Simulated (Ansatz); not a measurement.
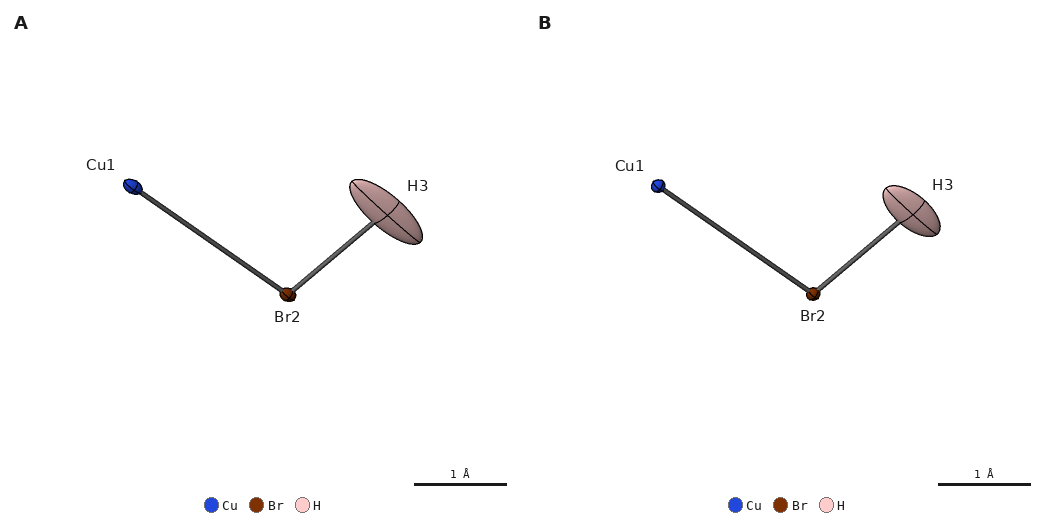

Displacement ellipsoids at the 50 % level, scaled by 1.5, from the internal vibrations of the free molecule (harmonic, no overall translation or rotation; no half-axis is drawn under 0.075 Å). State: charge +1, singlet. Vibrations computed with RKS PBE0-D4/def2-TZVP (Ansatz 0.2.0). One panel is for 200 K, the other for 600 K.

> Which panel is for 600 K?

A.

> How much does the mean-square displacement of H3 grow, and why?

U_eq goes from 0.0137 to 0.0227 Å², a factor of 1.7. Modes below kT (417 cm⁻¹ at 600 K) grow about in proportion to T, and the lowest lies at 213 cm⁻¹; the mean-square amplitude of a mode is its zero-point value times coth(ħω/2kT), which comes close to 1 only above about 3kT.
